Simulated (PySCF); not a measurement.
## EPR calculation of Si4NH9ClO

Si4NH9ClO, multiplicity 2, computed with UKS B3LYP, pcH-1 on Cl H N O Si, non-relativistic, mean-field spin-orbit, GIAO (PySCF 2.14.0).

It belongs to a series of runs on one base structure; here: H removed from Si.

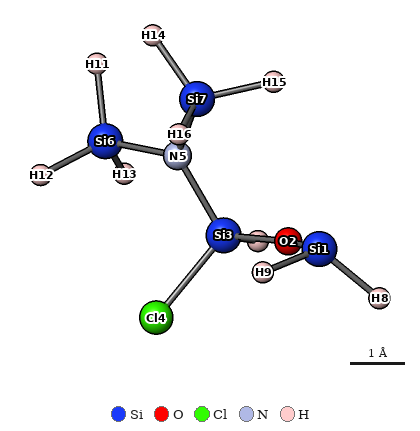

*The input geometry (ball-and-stick view, seen at a tilt; atoms are numbered from 1 in the order of the input).*

Bond lengths as drawn: Cl–Si 2.00 Å, H–Si 1.45 to 1.47 Å, N–Si 1.73 to 1.75 Å and O–Si 1.60 to 1.63 Å.

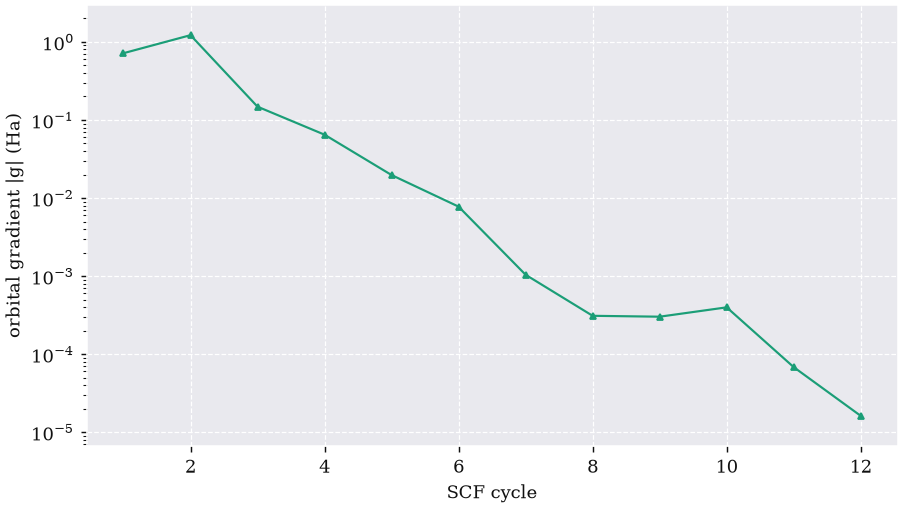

*Convergence of the self-consistent field: orbital gradient |g| against the SCF cycle.*

All cycles printed in the log are drawn one after another.

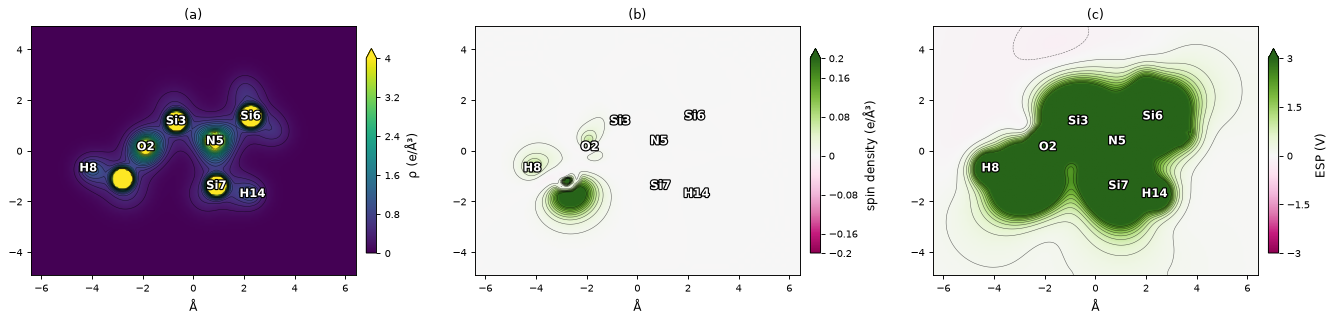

*(a) total electron density; (b) spin density; (c) electrostatic potential on the plane of atoms Si3, N5 and Si7.*

Atoms in the plane: O, Si, N and H. Si–O (1.60 Å): ρ is about 1 e/Å³ halfway. Si–N (1.73 Å): ρ at the midpoint is about 0.96 e/Å³. Si–H (1.46 Å): ρ at the midpoint is about 0.75 e/Å³. The unpaired spin (1 electron) lies mostly on Si1 (about 0.8) and O2 (about 0.1), in electrons by Hirshfeld's partition. The potential has no marked negative region in this plane.

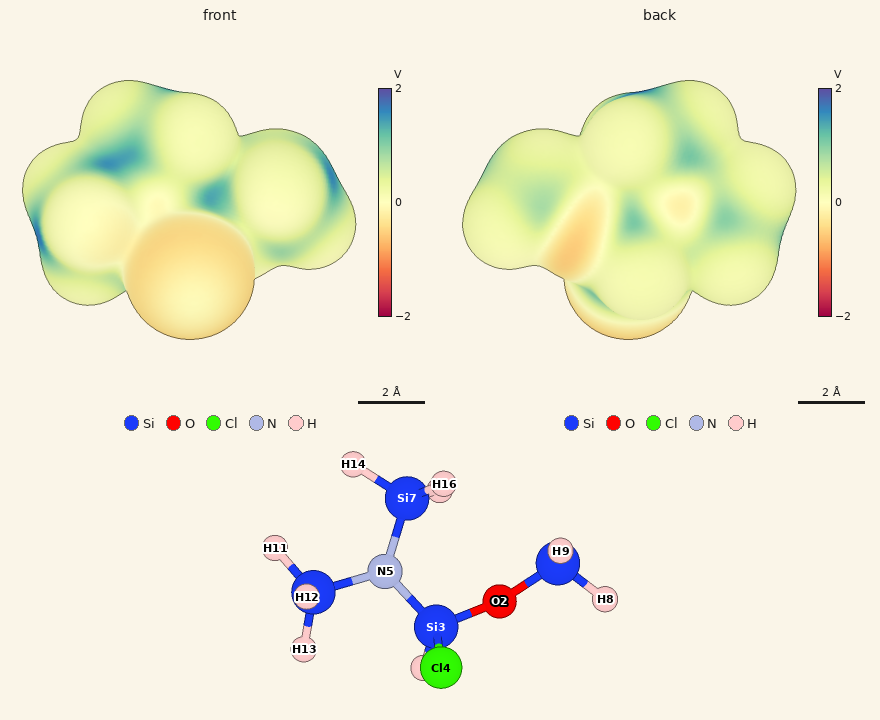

*The electrostatic potential painted on the density surface at 0.002 e/bohr³, seen face on and from behind; red is negative and blue positive. The bare structure is drawn below in the same view.*

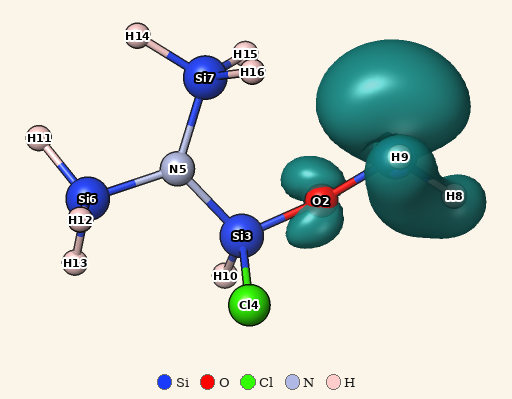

*Isosurfaces of the spin density (α minus β) at +0.015 (teal) and −0.015 e/Å³ (pink), seen face on.*

The unpaired spin (1 electron) lies mostly on Si1 (about 0.8) and O2 (about 0.1), in electrons by Hirshfeld's partition. Only one sign reaches the isovalue.

The input and output of the run follow.

## Input file
```
{"job": {"kind": "epr", "basis": "pcH-1"}, "charge": 0, "multiplicity": 2}
Si     2.892033     1.185517     0.294966
O      1.948906    -0.083161    -0.112962
Si     0.710434    -1.069656     0.142393
Cl     0.866888    -1.815872     1.996633
N     -0.794619    -0.235189    -0.007307
Si    -2.242176    -1.180047     0.243034
Si    -0.816347     1.499741    -0.206530
H      4.230239     0.714433    -0.032825
H      2.669382     1.556411     1.686225
H      0.866715    -2.115544    -0.851455
H     -3.306209    -0.531716    -0.515866
H     -2.553780    -1.239400     1.672214
H     -1.970274    -2.521634    -0.272340
H     -2.220118     1.850869    -0.402648
H     -0.004526     1.845242    -1.374550
H     -0.284148     2.148951     0.997089
```

The first line tells a small driver script what to run in PySCF; the rest is the geometry in Å.

Launch command:
```bash
OMP_NUM_THREADS=1 python <driver script> task.json out
```

## The program's output
```
UKS, coarse grid
  cycle   1  E = -1753.59183882  |g| = 7.17e-01
  cycle   2  E = -1753.19305025  |g| = 1.22e+00
  cycle   3  E = -1753.75165780  |g| = 1.48e-01
  cycle   4  E = -1753.75924930  |g| = 6.48e-02
  cycle   5  E = -1753.76074414  |g| = 1.97e-02
  cycle   6  E = -1753.76088002  |g| = 7.76e-03
  cycle   7  E = -1753.76090392  |g| = 1.04e-03
  cycle   8  E = -1753.76090515  |g| = 3.10e-04
UKS, final grid
  cycle   1  E = -1753.76092360  |g| = 3.02e-04
  cycle   2  E = -1753.76092358  |g| = 3.98e-04
  cycle   3  E = -1753.76092365  |g| = 6.82e-05
  cycle   4  E = -1753.76092365  |g| = 1.62e-05
E = -1753.76092365 Eh   <S^2> = 0.7511 (exact 0.7500)
g shifts (ppm)      1          2          3
  rmc          -148       -148       -148
  gc             48         23         41
  oz_so        -812        200       2109
  total        -911         76       2002
hyperfine (MHz)  atom isotope    a_iso     a_fc   dipolar eigenvalues
    0  29Si    -590.19    -591.24   -161.35     80.41     80.94
    1   17O     -26.70     -26.63    -24.55     11.76     12.79
    2  29Si      -4.88      -4.90     -2.37      1.08      1.29
    3  35Cl       0.06       0.05     -0.54     -0.48      1.02
    4   14N       0.93       0.93     -0.13     -0.07      0.20
    5  29Si      -0.23      -0.23     -0.22      0.09      0.13
    6  29Si      -5.59      -5.59     -0.76      0.29      0.46
    7    1H      95.39      95.38     -8.61      0.77      7.85
    8    1H      97.94      97.94     -8.92      0.85      8.06
    9    1H       0.51       0.51     -1.25     -1.08      2.32
   10    1H      -0.06      -0.06     -0.31     -0.28      0.59
   11    1H       0.14       0.14     -0.32     -0.31      0.63
   12    1H       0.07       0.07     -0.33     -0.32      0.65
   13    1H       3.60       3.60     -0.62     -0.58      1.21
   14    1H       4.31       4.31     -2.59     -2.17      4.76
   15    1H       1.26       1.26     -2.00     -1.86      3.85
```

## Key numbers

- outcome: converged
- total energy: −1753.760924 hartree
- ⟨S²⟩: 0.751
- isotropic g: 2.0027
- hardware: 1 CPU thread, shared host
- wall time: 3.9 min
- peak memory: 1.2 GiB
